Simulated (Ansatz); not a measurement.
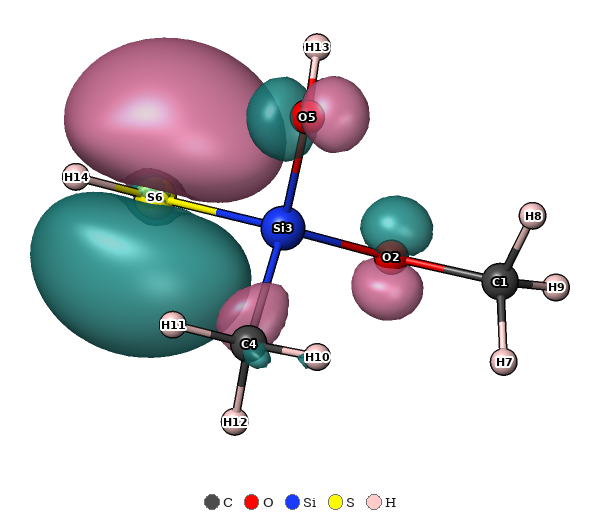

Figure. C$_{2}$H$_{8}$O$_{2}$SSi (SMILES CO[Si](C)(O)S). The HOMO at ±0.1 Å⁻³ᐟ² (teal and pink are the two phases), seen at a tilt.

These are results of RKS B3LYP-D4/def2-SVP (Ansatz 0.2.0), not measurements.

Input

```
crystal:
  periodic: [false, false, false]
  atoms:
    - { symbol: C, position_ang: [-1.7902, 0.7688, -0.771] }
    - { symbol: O, position_ang: [-1.0093, 0.9223, 0.3584] }
    - { symbol: Si, position_ang: [0.4448, 0.1826, 0.3339] }
    - { symbol: C, position_ang: [0.4696, -1.6419, 0.1622] }
    - { symbol: O, position_ang: [1.4175, 0.9073, -0.8218] }
    - { symbol: S, position_ang: [1.4235, 0.6594, 2.205] }
    - { symbol: H, position_ang: [-2.0952, -0.2261, -0.9649] }
    - { symbol: H, position_ang: [-1.3206, 1.2576, -1.6778] }
    - { symbol: H, position_ang: [-2.751, 1.3979, -0.5492] }
    - { symbol: H, position_ang: [-0.0451, -1.9338, -0.7709] }
    - { symbol: H, position_ang: [1.3815, -2.1037, 0.234] }
    - { symbol: H, position_ang: [-0.1933, -2.0975, 0.9721] }
    - { symbol: H, position_ang: [1.5196, 1.8858, -0.6595] }
    - { symbol: H, position_ang: [2.5353, -0.0078, 1.9784] }
basis:
  gaussian: { orbitals: def2-SVP }
hamiltonian:
  xc: b3lyp
  dispersion: d4
relax:
  f_tol: 0.015
  max_steps: 40
output:
  orbitals: {}
```

Run with:

```sh
ansatz run input.yaml --threads 2 --pin off --max-ram 3072MiB --backend cpu --events-out ev --progress --plain --runs-dir out
```

The fields are those of the run's last geometry, not of the input's.

### Where does this orbital lie, and at what energy?

It lies mainly on S6 (about 80 %); largely a lone pair of S6. Its energy is −6.87 eV.
